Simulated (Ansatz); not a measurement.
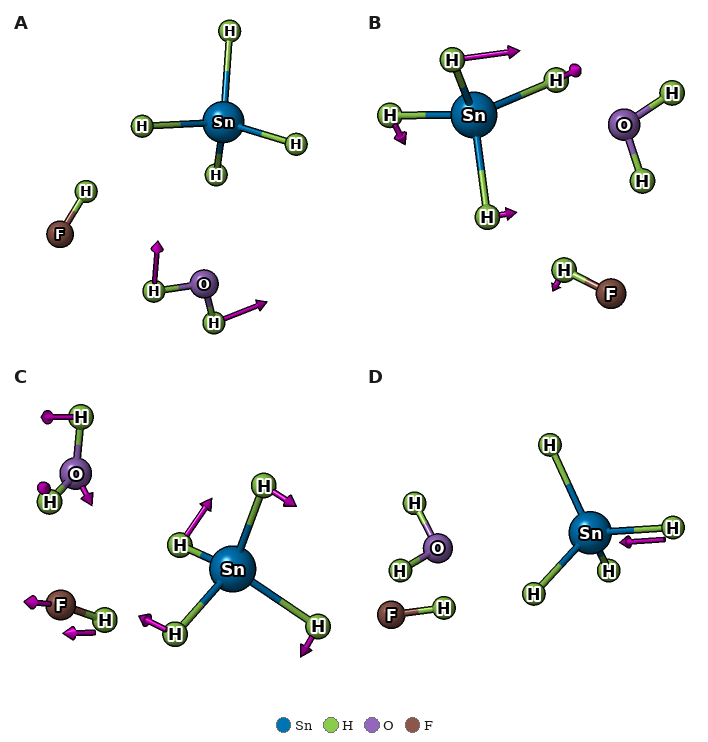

4 normal modes of one molecule or complex, as arrows. Harmonic vibrations computed with RKS PBE0-D4/def2-TZVP, core potentials on Sn (Ansatz 0.2.0) at a stationary point of the same level.

**Match the panels to the wavenumbers 103 cm⁻¹, 713 cm⁻¹, 1636 cm⁻¹, 1933 cm⁻¹.**

A: 1636 cm⁻¹, H–O–H bending
B: 713 cm⁻¹, H–Sn–H bending
C: 103 cm⁻¹
D: 1933 cm⁻¹, Sn–H stretching
